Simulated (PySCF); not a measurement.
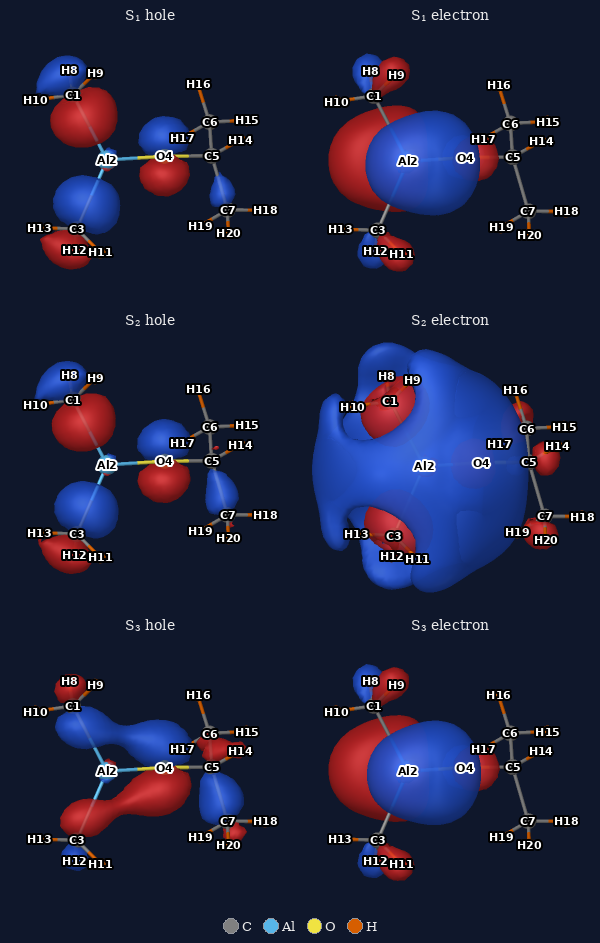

Figure 1: C5H13AlO, SMILES `C[Al](C)OC(C)C`. Leading natural transition orbitals (TDA singlet states).

Computed with PySCF, CAM-B3LYP/def2-SVP, geometry: GFN2-xTB. No frequency check shows the geometry to be a minimum. Without diffuse functions Rydberg states are missing, so the states' numbers hold for this basis only.

Cartesian coordinates (Å):

```
C1      -2.3754    1.6555    0.1272
Al2     -1.2870   -0.0205    0.0348
C3      -2.0265   -1.8463   -0.3183
O4       0.3383    0.1224    0.2872
C5       1.7269    0.1806    0.4002
C6       2.2900    1.1826   -0.6062
C7       2.3275   -1.2076    0.1842
H8      -2.0391    2.3939   -0.6062
H9      -2.2878    2.1369    1.1055
H10     -3.4370    1.4800   -0.0529
H11     -1.8288   -2.5280    0.5138
H12     -1.5664   -2.3019   -1.1999
H13     -3.1050   -1.8423   -0.4821
H14      1.9716    0.5212    1.4181
H15      3.3680    1.2670   -0.4959
H16      1.8370    2.1581   -0.4469
H17      2.0575    0.8537   -1.6169
H18      3.4071   -1.1785    0.3067
H19      2.0879   -1.5551   -0.8183
H20      1.9047   -1.9062    0.9023
```

Q: Describe these excited states.

A: By state:
- S₁: 5.85 eV (212 nm), f = 0.000 (very weak); the leading pair carries 100 %; hole on C1 and C3 (22 % each), O4 (22 %) and Al2 (14 %), electron on Al2 (66 %), O4 (8 %) and C1 and C3 (6 % each); their centroids lie 0.1 Å apart.
- S₂: 6.91 eV (179 nm), f = 0.199 (bright); the leading pair carries 97 %; hole on O4 (26 %), C1 and C3 (20 % each) and Al2 (13 %), electron on Al2 (40 %), C1 and C3 (9 % each) and O4 (5 %); their centroids lie 0.2 Å apart.
- S₃: 7.25 eV (171 nm), f = 0.001 (very weak); the leading pair carries 99 %; hole on O4 (42 %), Al2 (14 %) and C1 (9 %), electron on Al2 (65 %), O4 (8 %) and C1 and C3 (6 % each); their centroids lie 1.1 Å apart.
